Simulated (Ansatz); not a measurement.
How methods differ on SiH2F2 (SMILES F[SiH2]F)

SiH2F2 has 5 atoms, charge 0, and is taken as a singlet. As SMILES, `F[SiH2]F`. The shape was relaxed beforehand at wB97X-V/def2-SVP.

```xyz
5

F    -1.0957    0.5465    0.9959
Si   -0.0059   -0.0006   -0.0608
F     1.2670   -0.5287    0.7788
H    -0.5925   -1.1411   -0.7964
H     0.4271    1.1238   -0.9176
```

Each level gives the dissociation energy of the H5–Si2 bond into doublet H and doublet SiHF2 (shapes relaxed at wB97X-V/def2-SVP, no zero-point term) (eV). The values are calculated.

```
             level                    kind  program  value (eV)  CPU time (all runs)
     HF/def2-TZVPP            Hartree–Fock   Ansatz        3.55                2.5 s
    PBE/def2-TZVPP                     GGA   Ansatz        4.07                4.3 s
 r2SCAN/def2-TZVPP                meta-GGA   Ansatz        4.17                 11 s
  B3LYP/def2-TZVPP           global hybrid   Ansatz        4.28                5.9 s
PBE0-D4/def2-TZVPP           global hybrid   Ansatz        4.16                5.3 s
wB97M-V/def2-TZVPP  range-separated hybrid   Ansatz        4.40                 21 s
```

The values span 3.55 to 4.40 eV. Hartree–Fock misses the correlation of the electron pair that is broken and comes out low. Measured bond enthalpies also hold zero-point and thermal terms, a few tenths of an eV less. CPU times are rough (shared hosts, several kinds of processor): they show what a rung costs within a factor of a few.

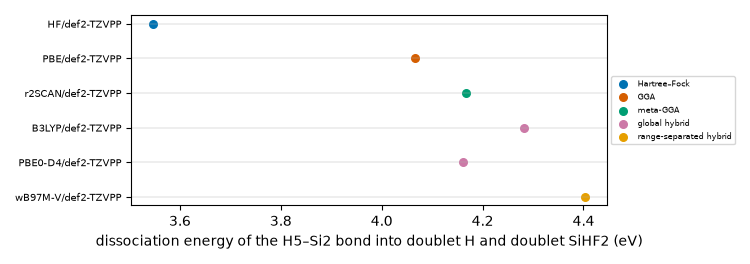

The values of the table, level by level.
